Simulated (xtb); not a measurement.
**CH₈SSi₂: geometry relaxation (part 1 of 3)**

The run: geometry relaxation of CH₈SSi₂, SMILES C[SiH2][SiH2]S. Method and program: GFN2-xTB (xtb 6.7.1 later snapshot).

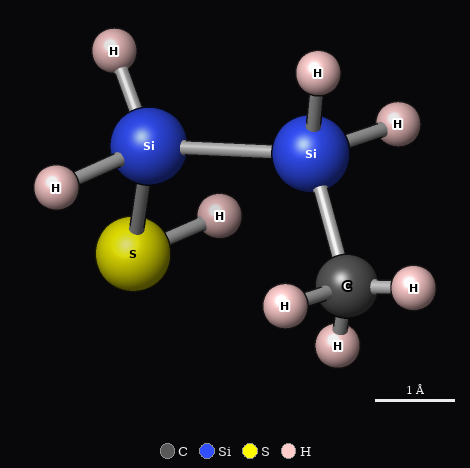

The starting structure (ball-and-stick view, seen at a tilt).

**Input (start.xyz)**
```
12

C     -1.013570     1.634710    -0.168350
Si    -0.286510     0.319450     0.958970
Si     1.210790    -1.138510    -0.078760
S      0.418940    -2.105780    -1.754200
H     -0.103180     2.352420    -0.500830
H     -1.601160     2.288750     0.288790
H     -1.399080     1.217380    -1.063590
H     -1.492660    -0.486490     1.500470
H      0.315920     0.925700     2.160170
H      2.383080    -0.406100    -0.813020
H      1.827880    -2.113500     0.685680
H     -0.630430    -2.653550    -1.041810
```

**File xtb.inp**
```
$opt
   engine=rf
$end
```

Launch command:
```bash
xtb start.xyz --input xtb.inp -c 0 --gfn 2 --opt tight | tee out.txt
```

**The program's output**
```
* xtb version 6.7.1
   ID    Z sym.   atoms
    1    6 C      1
    2   14 Si     2, 3
    3   16 S      4
    4    1 H      5-12

           -------------------------------------------------
          |                Calculation Setup                |
           -------------------------------------------------

          program call               : xtb start.xyz --input xtb.inp -c 0 --gfn 2 --opt tight
          coordinate file            : start.xyz
          omp threads                :                     1

           -------------------------------------------------
          |                 G F N 2 - x T B                 |
           -------------------------------------------------

      * Hamiltonian:
        H0-scaling (s, p, d)           1.850000    2.230000    2.230000
        zeta-weighting                 0.500000
      * Dispersion:
        s8                             2.700000
        a1                             0.520000
        a2                             5.000000
        s9                             5.000000
      * Repulsion:
        kExp                           1.500000    1.000000
        rExp                           1.000000
      * Coulomb:
        alpha                          2.000000
        third order                    shell-resolved
        anisotropic                    true
        a3                             3.000000
        a5                             4.000000
        cn-shift                       1.200000
        cn-exp                         4.000000
        max-rad                        5.000000

          ...................................................
          :                      SETUP                      :
          :.................................................:
          :  # basis functions                  42          :
          :  # atomic orbitals                  39          :
          :  # shells                           19          :
          :  # electrons                        26          :
          :  max. iterations                   250          :
          :  Hamiltonian                  GFN2-xTB          :
          :  restarted?                      false          :
          :  GBSA solvation                  false          :
          :  PC potential                    false          :
          :  electronic temp.          300.0000000     K    :
          :  accuracy                    1.0000000          :
          :  -> integral cutoff          0.2500000E+02      :
          :  -> integral neglect         0.1000000E-07      :
          :  -> SCF convergence          0.1000000E-05 Eh   :
          :  -> wf. convergence          0.1000000E-03 e    :
          :  Broyden damping             0.4000000          :
          :  net charge                          0          :
          :  unpaired electrons                  0          :
          ...................................................

 iter      E             dE          RMSdq      gap      omega  full diag
   1    -12.9240610 -0.129241E+02  0.681E+00    4.44       0.0  T
   2    -13.0367661 -0.112705E+00  0.243E+00    3.76       1.0  T
   3    -13.0406986 -0.393243E-02  0.212E+00    4.12       1.0  T
   4    -13.0432387 -0.254015E-02  0.864E-01    4.02       1.0  T
   5    -13.0431134  0.125295E-03  0.579E-01    4.05       1.0  T
   6    -13.0432922 -0.178800E-03  0.298E-01    4.00       1.0  T
   7    -13.0434552 -0.162968E-03  0.976E-02    3.98       1.0  T
   8    -13.0434598 -0.464274E-05  0.200E-02    3.98       1.4  T
   9    -13.0434598  0.780192E-07  0.187E-02    3.98       1.5  T
  10    -13.0434603 -0.543203E-06  0.373E-03    3.98       7.7  T
  11    -13.0434603 -0.401764E-07  0.166E-03    3.98      17.4  T
  12    -13.0434603 -0.141819E-08  0.966E-04    3.98      29.9  T
  13    -13.0434603 -0.101680E-08  0.358E-04    3.98      80.7  T

   *** convergence criteria satisfied after 13 iterations ***

         #    Occupation            Energy/Eh            Energy/eV
      -------------------------------------------------------------
         1        2.0000           -0.7752628             -21.0960
       ...           ...                  ...                  ...
         7        2.0000           -0.4690346             -12.7631
         8        2.0000           -0.4400350             -11.9740
         9        2.0000           -0.4323838             -11.7658
        10        2.0000           -0.4199966             -11.4287
        11        2.0000           -0.4184443             -11.3864
        12        2.0000           -0.3932806             -10.7017
        13        2.0000           -0.3710542             -10.0969 (HOMO)
        14                         -0.2249247              -6.1205 (LUMO)
        15                         -0.2108639              -5.7379
        16                         -0.1960466              -5.3347
        17                         -0.1742044              -4.7403
        18                         -0.1663858              -4.5276
       ...                                ...                  ...
        39                          0.9818528              26.7176
      -------------------------------------------------------------
                  HL-Gap            0.1461295 Eh            3.9764 eV
             Fermi-level           -0.2979894 Eh           -8.1087 eV

 SCC (total)                   0 d,  0 h,  0 min,  0.008 sec
 SCC setup                      ...        0 min,  0.000 sec (  0.912%)
 Dispersion                     ...        0 min,  0.000 sec (  0.611%)
 classical contributions        ...        0 min,  0.000 sec (  0.121%)
 integral evaluation            ...        0 min,  0.001 sec ( 12.592%)
 iterations                     ...        0 min,  0.005 sec ( 60.827%)
 molecular gradient             ...        0 min,  0.002 sec ( 23.703%)
 printout                       ...        0 min,  0.000 sec (  1.080%)

         :::::::::::::::::::::::::::::::::::::::::::::::::::::
         ::                     SUMMARY                     ::
         :::::::::::::::::::::::::::::::::::::::::::::::::::::
         :: total energy             -12.906509017414 Eh    ::
         :: gradient norm              0.164621724989 Eh/a0 ::
         :: HOMO-LUMO gap              3.976386543878 eV    ::
         ::.................................................::
         :: SCC energy               -13.043437228541 Eh    ::
         :: -> isotropic ES            0.028835123479 Eh    ::
         :: -> anisotropic ES          0.001308965062 Eh    ::
         :: -> anisotropic XC          0.005209683091 Eh    ::
         :: -> dispersion             -0.008269052984 Eh    ::
         :: repulsion energy           0.136928211127 Eh    ::
         :: add. restraining           0.000000000000 Eh    ::
         :: total charge               0.000000000000 e     ::
         :::::::::::::::::::::::::::::::::::::::::::::::::::::

      -----------------------------------------------------------
     |                   =====================                   |
     |                        A N C O P T                        |
     |                   =====================                   |
     |               Approximate Normal Coordinate               |
     |                Rational Function Optimizer                |
      -----------------------------------------------------------

          ...................................................
          :                      SETUP                      :
          :.................................................:
          :   optimization level             tight          :
          :   max. optcycles                   200          :
          :   ANC micro-cycles                  20          :
          :   degrees of freedom                30          :
          :.................................................:
          :   RF solver                   davidson          :
          :   write xtbopt.log                true          :
          :   linear?                        false          :
          :   energy convergence         0.1000000E-05 Eh   :
          :   grad. convergence          0.8000000E-03 Eh/α :
          :   maximum RF displ.          1.0000000          :
          :   Hlow (freq-cutoff)         0.1000000E-01      :
          :   Hmax (freq-cutoff)         5.0000000          :
          :   S6 in model hess.         20.0000000          :
          ...................................................

generating ANC from exact Hessian ...
Using Lindh-Hessian (1995)
 Shifting diagonal of input Hessian by    1.0069716485173878E-002
 Lowest  eigenvalues of input Hessian
    0.010000    0.000000    0.000000    0.000000    0.000000    0.000000
    0.000000    0.010534    0.010811    0.011134    0.012009    0.012534
    0.014197    0.014381    0.014918    0.017107    0.019602    0.023249
 Highest eigenvalues
    0.520597    0.690513    0.708799    0.776393    1.090946    1.378910

........................................................................
.............................. CYCLE    1 ..............................
........................................................................

 iter      E             dE          RMSdq      gap      omega  full diag
   1    -13.0434603 -0.130435E+02  0.126E-04    3.98       0.0  T
   2    -13.0434603 -0.109210E-10  0.834E-05    3.98     346.1  T
   3    -13.0434603 -0.233591E-11  0.715E-05    3.98     403.7  T
     SCC iter.                  ...        0 min,  0.002 sec
     gradient                   ...        0 min,  0.002 sec
 * total energy  :   -12.9065090 Eh     change       -0.7510437E-10 Eh
   gradient norm :     0.1646216 Eh/α   predicted     0.0000000E+00 (-100.00%)
   displ. norm   :     0.2910367 α      lambda       -0.3583689E-01
   maximum displ.:     0.1145164 α      in ANC's #28, #9, #23, ...

........................................................................
.............................. CYCLE    2 ..............................
........................................................................

 iter      E             dE          RMSdq      gap      omega  full diag
   1    -13.0481989 -0.130482E+02  0.763E-01    4.06       0.0  T
   2    -13.0484736 -0.274624E-03  0.453E-01    3.94       1.0  T
   3    -13.0484907 -0.171820E-04  0.217E-01    3.93       1.0  T
   4    -13.0485293 -0.385342E-04  0.900E-02    3.89       1.0  T
   5    -13.0485369 -0.764019E-05  0.374E-02    3.91       1.0  T
   6    -13.0485406 -0.367858E-05  0.154E-02    3.91       1.9  T
   7    -13.0485406 -0.312200E-07  0.668E-03    3.91       4.3  T
   8    -13.0485407 -0.324648E-07  0.320E-03    3.91       9.0  T
   9    -13.0485407 -0.656778E-08  0.895E-04    3.91      32.3  T
  10    -13.0485407 -0.320254E-09  0.351E-04    3.91      82.3  T
     SCC iter.                  ...        0 min,  0.003 sec
     gradient                   ...        0 min,  0.002 sec
 * total energy  :   -12.9288583 Eh     change       -0.2234930E-01 Eh
   gradient norm :     0.0529305 Eh/α   predicted    -0.1943618E-01 ( -13.03%)
   displ. norm   :     0.2172967 α      lambda       -0.6652447E-02
   maximum displ.:     0.0894141 α      in ANC's #9, #28, #6, ...

........................................................................
.............................. CYCLE    3 ..............................
........................................................................

 iter      E             dE          RMSdq      gap      omega  full diag
   1    -13.0571100 -0.130571E+02  0.605E-01    4.00       0.0  T
   2    -13.0571377 -0.276719E-04  0.415E-01    4.02       1.0  T
   3    -13.0571305  0.715522E-05  0.108E-01    4.01       1.0  T
   4    -13.0571484 -0.178608E-04  0.522E-02    4.02       1.0  T
   5    -13.0571507 -0.229243E-05  0.221E-02    4.02       1.3  T
   6    -13.0571515 -0.845068E-06  0.906E-03    4.02       3.2  T
   7    -13.0571515 -0.360946E-07  0.396E-03    4.02       7.3  T
   8    -13.0571516 -0.111103E-07  0.184E-03    4.02      15.7  T
   9    -13.0571516 -0.156516E-08  0.532E-04    4.02      54.3  T
  10    -13.0571516 -0.126605E-09  0.163E-04    4.02     177.6  T
     SCC iter.                  ...        0 min,  0.004 sec
     gradient                   ...        0 min,  0.002 sec
 * total energy  :   -12.9313162 Eh     change       -0.2457839E-02 Eh
   gradient norm :     0.0172351 Eh/α   predicted    -0.3483280E-02 (  41.72%)
   displ. norm   :     0.1470833 α      lambda       -0.1011596E-02
   maximum displ.:     0.0932143 α      in ANC's #9, #8, #13, ...

........................................................................
.............................. CYCLE    4 ..............................
........................................................................
```
